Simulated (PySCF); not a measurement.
**Geometry relaxation of C7H21N3STi (part 1 of 2)**

The run: geometry relaxation of C7H21N3STi (Ti(SMe)(NMe2)3). Method and program: PBE0-D3(BJ)/def2-SVP geometry optimisation, gas phase (PySCF 2.14.0).

It belongs to a series of runs on one base structure; here: one ligand: NMe2 to SMe.

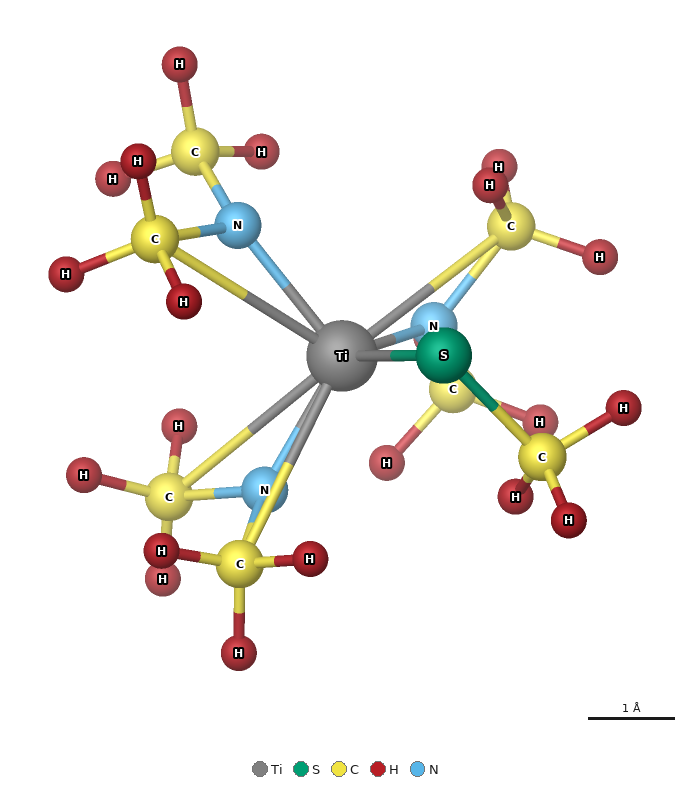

The starting structure (ball-and-stick view, seen at a tilt). Sticks mark near contacts. Bond lengths as drawn: C–H 1.05 to 1.17 Å, C–N 1.38 to 1.47 Å, C–S 1.80 Å, C–Ti 2.80 to 2.86 Å, N–Ti 1.80 to 1.95 Å and S–Ti 2.32 Å.

**Results in brief**

- outcome: converged
- total energy: −1690.010656 hartree
- dipole moment: 2.48 D
- point group: C1
- hardware: 2 CPU threads, shared host
- wall time: 25 min (CPU time 55 min)
- peak memory: 2.7 GiB

**Input**
```
{"job": {"xc": "PBE0", "basis": "def2-SVP", "d3": "d3bj", "grid": 1, "maxiter": 40, "shake": 0.03, "kind": "geom"}, "charge": 0, "multiplicity": 1}
Ti     0.023630     0.108600     0.361990
S      0.092250     0.447930     2.656380
C      1.264240    -0.912830     2.778070
H      1.372030    -1.532360     1.899360
H      1.075010    -1.506770     3.662430
H      2.310540    -0.464930     2.906640
N      1.674910     0.118970    -0.359800
C      2.566010     1.223100     0.011500
C      2.307610    -0.842130    -1.114390
H      3.387590     0.827810     0.619370
H      1.937330     1.905750     0.686370
H      2.925370     1.752480    -0.833850
H      1.541790    -1.653050    -1.417190
H      2.610270    -0.417910    -2.107160
H      3.188680    -1.298270    -0.656820
N     -0.909580     1.700150    -0.284230
C     -2.266440     1.801800     0.146650
C     -0.722650     2.363440    -1.534930
H     -2.545790     2.798250     0.350320
H     -2.463510     1.231920     1.109500
H     -3.040860     1.380810    -0.622880
H      0.365510     2.147840    -1.900700
H     -1.343960     1.999750    -2.412190
H     -0.905850     3.436270    -1.467700
N     -0.865660    -1.419590    -0.061430
C     -1.782590    -2.021560     0.886490
C     -1.411250    -1.616450    -1.369020
H     -2.786510    -1.724680     0.834060
H     -1.397460    -1.869120     1.882330
H     -1.748820    -3.115250     0.690030
H     -0.811650    -0.977120    -2.106200
H     -1.324540    -2.662090    -1.776060
H     -2.459920    -1.222540    -1.492670
```

The first line tells a small driver script what to run in PySCF; the rest is the geometry in Å.

Launched with:
```bash
OMP_NUM_THREADS=2 python <driver script> task.json out
```

**The program's output**
```
step   0  E = -1689.96047053  max force = 0.058309
step   1  E = -1690.00016926  max force = 0.014208
step   2  E = -1690.00353205  max force = 0.006900
step   3  E = -1690.00512375  max force = 0.004685
step   4  E = -1690.00599642  max force = 0.004036
step   5  E = -1690.00670520  max force = 0.002732
step   6  E = -1690.00716421  max force = 0.002937
step   7  E = -1690.00753792  max force = 0.002444
step   8  E = -1690.00782491  max force = 0.002489
step   9  E = -1690.00805193  max force = 0.001324
step  10  E = -1690.00821896  max force = 0.001288
step  11  E = -1690.00833218  max force = 0.001616
step  12  E = -1690.00837009  max force = 0.002314
step  13  E = -1690.00856413  max force = 0.002033
step  14  E = -1690.00907719  max force = 0.001599
step  15  E = -1690.00972740  max force = 0.002700
step  16  E = -1690.01005795  max force = 0.003227
step  17  E = -1690.01033847  max force = 0.001910
step  18  E = -1690.01051264  max force = 0.001245
step  19  E = -1690.01061333  max force = 0.000805
step  20  E = -1690.01064857  max force = 0.000423
step  21  E = -1690.01065592  max force = 0.000282
optimisation converged
```

**Trajectory as extended XYZ (Å, eV, eV/Å), 15 of the 22 frames kept, from step=0 to step=21**
```
33
Properties=species:S:1:pos:R:3:forces:R:3 step=0 energy=-45986.16672
Ti    0.0236    0.1086    0.3620   -1.1085   2.7712   1.0335
S     0.0922    0.4479    2.6564   -0.3520   0.2553  -0.1015
C     1.2642   -0.9128    2.7781    2.2731   1.2729   0.5833
H     1.3720   -1.5324    1.8994   -0.3480  -0.6431  -0.6030
H     1.0750   -1.5068    3.6624   -0.2492  -0.5124   0.3404
H     2.3105   -0.4649    2.9066   -1.1071  -0.5236   0.0078
N     1.6749    0.1190   -0.3598    1.3996   1.7021   0.5574
C     2.5660    1.2231    0.0115   -2.5193  -0.4694   2.3840
C     2.3076   -0.8421   -1.1144   -1.0072  -2.1346  -2.9984
H     3.3876    0.8278    0.6194    0.3889   0.0815   0.0624
H     1.9373    1.9058    0.6864    1.0136  -0.4317  -0.8067
H     2.9254    1.7525   -0.8338    0.5395   0.8029  -1.2616
H     1.5418   -1.6530   -1.4172    1.2257   0.7376   0.5999
H     2.6103   -0.4179   -2.1072    0.2817  -0.1686   0.2888
H     3.1887   -1.2983   -0.6568    0.3260  -0.2597   0.3016
N    -0.9096    1.7002   -0.2842   -0.0252  -1.2518  -0.4785
C    -2.2664    1.8018    0.1467   -1.1707  -2.8722  -0.0633
C    -0.7227    2.3634   -1.5349    2.1919  -1.0491  -1.3581
H    -2.5458    2.7982    0.3503   -0.5269   1.8973   0.3160
H    -2.4635    1.2319    1.1095    0.3262   0.3979  -0.7587
H    -3.0409    1.3808   -0.6229    1.0449   0.6009   0.8908
H     0.3655    2.1478   -1.9007   -1.5593   0.7420   0.5862
H    -1.3440    1.9997   -2.4122   -0.0040  -0.0149   0.8119
H    -0.9059    3.4363   -1.4677    0.1007   0.6015   0.0135
N    -0.8657   -1.4196   -0.0614   -2.3260  -1.2754  -0.2805
C    -1.7826   -2.0216    0.8865    2.7946  -1.8747   0.0688
C    -1.4112   -1.6164   -1.3690    0.9518   1.3327  -2.1885
H    -2.7865   -1.7247    0.8341   -1.9546   0.9704  -0.3233
H    -1.3975   -1.8691    1.8823   -0.0286   0.1013   0.8072
H    -1.7488   -3.1153    0.6900   -0.2740   0.0248   0.2448
H    -0.8116   -0.9771   -2.1062   -0.5353  -0.6859   0.5448
H    -1.3245   -2.6621   -1.7761   -0.2188   0.4220   0.5152
H    -2.4599   -1.2225   -1.4927    0.4565  -0.5473   0.2639
33
Properties=species:S:1:pos:R:3:forces:R:3 step=2 energy=-45987.33849
Ti   -0.0060    0.1870    0.3769    0.1408   0.0406   0.2117
S     0.1611    0.5273    2.6744    0.0546  -0.0554  -0.0658
C     1.2347   -0.9375    2.9008   -0.0649  -0.1515   0.0071
H     1.1890   -1.6300    2.0407   -0.0017   0.0455   0.0435
H     0.9041   -1.4941    3.7913   -0.0037   0.0298  -0.0339
H     2.2802   -0.6375    3.0437    0.0536   0.0616   0.0040
N     1.6845    0.1527   -0.4302    0.0655   0.0694   0.0896
C     2.5293    1.2654   -0.0540   -0.0843  -0.2318  -0.1658
C     2.3240   -0.8425   -1.2378    0.0683  -0.0257  -0.0587
H     3.4201    0.9319    0.5132    0.0207   0.0136  -0.0187
H     1.9699    1.9578    0.5905   -0.0129   0.1290   0.0536
H     2.8786    1.8215   -0.9472    0.0217   0.0349   0.0630
H     1.6275   -1.6598   -1.4620   -0.0689  -0.0853  -0.0002
H     2.6819   -0.4330   -2.2046    0.0031   0.0402   0.0362
H     3.2055   -1.2853   -0.7299   -0.0192   0.0231  -0.0047
N    -0.9084    1.6760   -0.3235   -0.1194  -0.2285  -0.3548
C    -2.2694    1.7724    0.1378   -0.0347   0.1625   0.1151
C    -0.6558    2.3767   -1.5488   -0.0638   0.1964   0.0366
H    -2.5444    2.8209    0.3818    0.0523  -0.1002   0.0076
H    -2.4093    1.1898    1.0639   -0.0044  -0.0319   0.0443
H    -3.0029    1.4065   -0.6048   -0.0418  -0.0146  -0.0937
H     0.3918    2.2659   -1.8501    0.1320  -0.0220  -0.0125
H    -1.2842    1.9954   -2.3800   -0.0235   0.0130  -0.0042
H    -0.8703    3.4610   -1.4573    0.0059  -0.0272   0.0122
N    -0.9597   -1.4001   -0.0400   -0.2879   0.1475   0.2676
C    -1.7640   -2.1257    0.9198    0.1888   0.0345  -0.1558
C    -1.4087   -1.5641   -1.3977    0.0695   0.0069   0.0374
H    -2.8259   -1.8018    0.8862    0.0346  -0.0658   0.0393
H    -1.3890   -1.9561    1.9402   -0.0615   0.0097  -0.0108
H    -1.7438   -3.2155    0.7237   -0.0124  -0.0123  -0.0072
H    -0.8195   -0.9355   -2.0831    0.0450   0.0538  -0.0565
H    -1.2913   -2.6103   -1.7389   -0.0052  -0.0441  -0.0275
H    -2.4741   -1.2912   -1.5307   -0.0464  -0.0156   0.0020
33
Properties=species:S:1:pos:R:3:forces:R:3 step=3 energy=-45987.38180
Ti   -0.0118    0.2067    0.3889    0.0338   0.0311   0.0276
S     0.1825    0.5460    2.6771    0.0088  -0.0214   0.0222
C     1.2229   -0.9403    2.9308   -0.1323  -0.0352  -0.0287
H     1.1576   -1.6403    2.0799    0.0615   0.0280   0.0101
H     0.8668   -1.4758    3.8235    0.0311   0.0334   0.0004
H     2.2712   -0.6497    3.0763    0.0376  -0.0162   0.0008
N     1.6703    0.1475   -0.4334    0.0563  -0.1268   0.0110
C     2.5346    1.2474   -0.0971    0.0530   0.1355  -0.0492
C     2.2865   -0.8685   -1.2391   -0.0148   0.0185   0.1224
H     3.4398    0.9206    0.4536   -0.0344  -0.0238   0.0048
H     2.0034    1.9708    0.5440    0.0262   0.0072   0.0148
H     2.8811    1.7927   -1.0006   -0.0314  -0.0326   0.0388
H     1.5754   -1.6845   -1.4326    0.0178   0.0043  -0.0621
H     2.6400   -0.4592   -2.2049   -0.0149  -0.0407  -0.0656
H     3.1706   -1.3086   -0.7332   -0.0182   0.0064  -0.0186
N    -0.9204    1.6706   -0.3556   -0.0668  -0.1474  -0.2320
C    -2.2844    1.7604    0.1071    0.1111   0.1751   0.0089
C    -0.6439    2.4224   -1.5484   -0.0013   0.1324   0.2409
H    -2.5409    2.8014    0.3939   -0.0055  -0.0768   0.0019
H    -2.4282    1.1438    1.0115   -0.0334  -0.0364  -0.0123
H    -3.0138    1.4355   -0.6602   -0.0424  -0.0173  -0.0048
H     0.4190    2.3374   -1.8152   -0.0180  -0.0309  -0.0484
H    -1.2518    2.0724   -2.4064    0.0083  -0.0127  -0.0480
H    -0.8726    3.4989   -1.4118    0.0095  -0.0204  -0.0094
N    -0.9769   -1.3757   -0.0090   -0.0947   0.1983   0.0721
C    -1.7285   -2.1673    0.9246   -0.0531  -0.0541   0.0353
C    -1.4044   -1.5271   -1.3753   -0.0199  -0.0714   0.0503
H    -2.8109   -1.9099    0.9190    0.0788  -0.0225  -0.0283
H    -1.3629   -2.0065    1.9494   -0.0115  -0.0262   0.0031
H    -1.6556   -3.2476    0.6917    0.0151  -0.0349   0.0286
H    -0.8249   -0.8632   -2.0365   -0.0262   0.0268  -0.0681
H    -1.2526   -2.5649   -1.7354    0.0404   0.0169  -0.0111
H    -2.4816   -1.2976   -1.5124    0.0296   0.0336  -0.0076
33
Properties=species:S:1:pos:R:3:forces:R:3 step=4 energy=-45987.40555
Ti   -0.0228    0.2205    0.3957    0.0203  -0.0189  -0.0515
S     0.1875    0.5619    2.6787   -0.0182  -0.0020   0.0463
C     1.2233   -0.9256    2.9463   -0.0823   0.0549  -0.0294
H     1.1687   -1.6270    2.0977    0.0470   0.0009  -0.0147
H     0.8595   -1.4534    3.8393    0.0224   0.0076   0.0147
H     2.2697   -0.6298    3.0998    0.0218  -0.0367   0.0040
N     1.6547    0.1335   -0.4352    0.0384  -0.1777  -0.0360
C     2.5344    1.2272   -0.1302    0.1252   0.2075   0.0060
C     2.2487   -0.9024   -1.2353   -0.0268   0.0716   0.1452
H     3.4437    0.8995    0.4135   -0.0368  -0.0259   0.0119
H     2.0260    1.9729    0.5051    0.0048  -0.0379   0.0175
H     2.8793    1.7576   -1.0428   -0.0433  -0.0532   0.0004
H     1.5254   -1.7117   -1.4090    0.0128   0.0030  -0.0625
H     2.5964   -0.5105   -2.2105   -0.0209  -0.0423  -0.0589
H     3.1324   -1.3460   -0.7332   -0.0022  -0.0007  -0.0115
N    -0.9298    1.6672   -0.3797   -0.1241   0.0039  -0.1162
C    -2.2973    1.7657    0.0725    0.1171   0.0380   0.0243
C    -0.6288    2.4731   -1.5287    0.0439   0.0566   0.1938
H    -2.5370    2.7937    0.4081   -0.0142  -0.0065  -0.0019
H    -2.4639    1.1074    0.9438   -0.0402  -0.0248  -0.0294
H    -3.0238    1.4910   -0.7180   -0.0194  -0.0122   0.0174
H     0.4401    2.3989   -1.7739   -0.0137  -0.0156  -0.0706
H    -1.2160    2.1627   -2.4165    0.0125  -0.0050  -0.0322
H    -0.8611    3.5415   -1.3473    0.0086  -0.0037  -0.0074
N    -0.9941   -1.3586    0.0182   -0.0199   0.1460  -0.0307
C    -1.6955   -2.2142    0.9283   -0.1054  -0.1093   0.1110
C    -1.4076   -1.5012   -1.3538   -0.0411  -0.0836   0.0150
H    -2.7900   -2.0194    0.9338    0.0483   0.0069  -0.0459
H    -1.3403   -2.0632    1.9579    0.0189  -0.0152   0.0045
H    -1.5676   -3.2839    0.6675    0.0337  -0.0059   0.0229
H    -0.8555   -0.7998   -2.0007   -0.0340   0.0155  -0.0402
H    -1.2098   -2.5245   -1.7343    0.0362   0.0324   0.0033
H    -2.4931   -1.3148   -1.4928    0.0304   0.0323   0.0007
33
Properties=species:S:1:pos:R:3:forces:R:3 step=6 energy=-45987.43732
Ti   -0.0625    0.2289    0.3796    0.0295  -0.0226  -0.0776
S     0.1491    0.5821    2.6606   -0.0103   0.0306  -0.0131
C     1.2488   -0.8553    2.9309    0.0564   0.0498   0.0147
H     1.2695   -1.5386    2.0671   -0.0157  -0.0168  -0.0096
H     0.8924   -1.4156    3.8063   -0.0084  -0.0276   0.0005
H     2.2760   -0.5133    3.1234   -0.0191  -0.0026   0.0027
N     1.6199    0.0813   -0.4395   -0.0200  -0.0310   0.0116
C     2.5250    1.1685   -0.1715    0.0389   0.0125   0.0587
C     2.1816   -0.9847   -1.2187   -0.0163   0.0146  -0.0305
H     3.4264    0.8298    0.3773    0.0071   0.0006  -0.0052
H     2.0404    1.9396    0.4522   -0.0162  -0.0352   0.0025
H     2.8716    1.6625   -1.1009   -0.0081  -0.0060  -0.0307
H     1.4391   -1.7797   -1.3796    0.0042   0.0090   0.0225
H     2.5236   -0.6334   -2.2133    0.0069   0.0091   0.0146
H     3.0598   -1.4397   -0.7184    0.0123  -0.0068   0.0038
N    -0.9506    1.6805   -0.4162   -0.1114   0.0760   0.0795
C    -2.3257    1.8019   -0.0004   -0.0501  -0.1510   0.0095
C    -0.5732    2.6092   -1.4381    0.1210  -0.0156  -0.0739
H    -2.5347    2.7894    0.4519    0.0034   0.0468   0.0035
H    -2.5713    1.0436    0.7648    0.0131   0.0109  -0.0088
H    -3.0340    1.6611   -0.8432    0.0255   0.0160   0.0115
H     0.5003    2.5254   -1.6629   -0.0152   0.0070  -0.0008
H    -1.1249    2.4315   -2.3853   -0.0174   0.0109   0.0299
H    -0.7789    3.6554   -1.1388    0.0143   0.0156   0.0132
N    -1.0394   -1.3499    0.0451   -0.0246   0.0057  -0.1064
C    -1.6200   -2.3121    0.9376    0.0583  -0.0234   0.0596
C    -1.4620   -1.5012   -1.3250   -0.0202   0.0132  -0.0178
H    -2.7265   -2.2464    0.9526   -0.0303   0.0021  -0.0080
H    -1.2678   -2.1520    1.9669   -0.0023   0.0223  -0.0027
H    -1.3647   -3.3507    0.6449    0.0089   0.0141  -0.0009
H    -1.0125   -0.7241   -1.9670   -0.0008  -0.0047   0.0380
H    -1.1566   -2.4827   -1.7407   -0.0089  -0.0011   0.0024
H    -2.5626   -1.4230   -1.4376   -0.0045  -0.0222   0.0074
33
Properties=species:S:1:pos:R:3:forces:R:3 step=8 energy=-45987.45530
Ti   -0.0986    0.2171    0.3297    0.0023  -0.0112   0.0217
S     0.1060    0.5871    2.6109    0.0270   0.0234  -0.0483
C     1.2857   -0.7804    2.9000    0.0373  -0.0479   0.0358
H     1.3872   -1.4419    2.0244   -0.0158   0.0118   0.0079
H     0.9376   -1.3861    3.7494   -0.0085   0.0034  -0.0098
H     2.2804   -0.3786    3.1404   -0.0103   0.0215   0.0018
N     1.5975    0.0308   -0.4550   -0.0118   0.0897   0.0463
C     2.5171    1.1074   -0.1773   -0.0667  -0.1280  -0.0004
C     2.1522   -1.0421   -1.2249    0.0235  -0.0581  -0.0821
H     3.4073    0.7534    0.3795    0.0187   0.0046  -0.0129
H     2.0329    1.8773    0.4466    0.0075   0.0230  -0.0006
H     2.8733    1.5900   -1.1086    0.0195   0.0445   0.0109
H     1.4004   -1.8262   -1.3945   -0.0104  -0.0009   0.0286
H     2.5096   -0.7005   -2.2180    0.0091   0.0210   0.0273
H     3.0194   -1.5105   -0.7162   -0.0018   0.0036   0.0034
N    -0.9746    1.6999   -0.4262   -0.0030  -0.0039   0.0532
C    -2.3638    1.8269   -0.0673   -0.0665  -0.0545  -0.0098
C    -0.5068    2.7190   -1.3173    0.0233   0.0311  -0.0865
H    -2.5666    2.7703    0.4772    0.0119  -0.0135  -0.0048
H    -2.6744    0.9965    0.5899    0.0176   0.0113   0.0230
H    -3.0280    1.8064   -0.9553    0.0149   0.0096  -0.0107
H     0.5631    2.5919   -1.5354    0.0036  -0.0058   0.0161
H    -1.0446    2.6961   -2.2879   -0.0158   0.0059   0.0207
H    -0.6499    3.7338   -0.8956    0.0078  -0.0027   0.0094
N    -1.0825   -1.3602    0.0131   -0.0256  -0.0232  -0.0534
C    -1.5268   -2.3666    0.9399    0.0885   0.0625  -0.0491
C    -1.5809   -1.5367   -1.3276   -0.0125   0.0439   0.0342
H    -2.6329   -2.4061    0.9962   -0.0142  -0.0161   0.0203
H    -1.1477   -2.1538    1.9498   -0.0257   0.0046   0.0039
H    -1.1782   -3.3769    0.6462   -0.0145  -0.0082  -0.0025
H    -1.2553   -0.7078   -1.9783    0.0122  -0.0024   0.0129
H    -1.2137   -2.4779   -1.7832   -0.0102  -0.0166  -0.0071
H    -2.6889   -1.5633   -1.3603   -0.0111  -0.0226   0.0005
33
Properties=species:S:1:pos:R:3:forces:R:3 step=9 energy=-45987.46148
Ti   -0.1026    0.2135    0.3073   -0.0270  -0.0204   0.0563
S     0.1084    0.5974    2.5865    0.0277   0.0081  -0.0353
C     1.3035   -0.7496    2.9106   -0.0075  -0.0409   0.0238
H     1.4333   -1.4129    2.0406    0.0028   0.0176   0.0028
H     0.9460   -1.3577    3.7546   -0.0006   0.0144  -0.0058
H     2.2840   -0.3270    3.1710    0.0018   0.0100   0.0023
N     1.5967    0.0139   -0.4664    0.0027   0.0604   0.0258
C     2.5250    1.0789   -0.1782   -0.0486  -0.0681  -0.0226
C     2.1468   -1.0607   -1.2389    0.0184  -0.0452  -0.0240
H     3.4121    0.7140    0.3770    0.0059  -0.0037  -0.0082
H     2.0455    1.8479    0.4508    0.0171   0.0206   0.0014
H     2.8884    1.5673   -1.1045    0.0105   0.0321   0.0235
H     1.3883   -1.8375   -1.4123   -0.0040   0.0026   0.0014
H     2.5146   -0.7145   -2.2259   -0.0017   0.0044   0.0040
H     3.0072   -1.5380   -0.7264   -0.0076   0.0065  -0.0009
N    -0.9804    1.7043   -0.4279    0.0320  -0.0135  -0.0054
C    -2.3755    1.8144   -0.0858   -0.0218   0.0156   0.0025
C    -0.4973    2.7522   -1.2787   -0.0189   0.0295  -0.0041
H    -2.5884    2.7406    0.4845    0.0041  -0.0237  -0.0099
H    -2.6883    0.9635    0.5424   -0.0064   0.0026   0.0164
H    -3.0245    1.8216   -0.9848    0.0024  -0.0060  -0.0064
H     0.5688    2.6126   -1.5053    0.0142  -0.0052  -0.0044
H    -1.0428    2.7812   -2.2439   -0.0035   0.0000  -0.0002
H    -0.6169    3.7505   -0.8119    0.0008  -0.0095  -0.0004
N    -1.0964   -1.3578   -0.0119    0.0046   0.0013  -0.0250
C    -1.4826   -2.3770    0.9260    0.0281   0.0296  -0.0414
C    -1.6436   -1.5334   -1.3322   -0.0175   0.0145   0.0301
H    -2.5858   -2.4511    1.0139    0.0084  -0.0061   0.0113
H    -1.0858   -2.1502    1.9258   -0.0079  -0.0081   0.0074
H    -1.1127   -3.3771    0.6234   -0.0069  -0.0109   0.0020
H    -1.3673   -0.6868   -1.9820    0.0037  -0.0037  -0.0091
H    -1.2711   -2.4593   -1.8148   -0.0007  -0.0050  -0.0057
H    -2.7509   -1.5951   -1.3186   -0.0044   0.0004  -0.0024
```
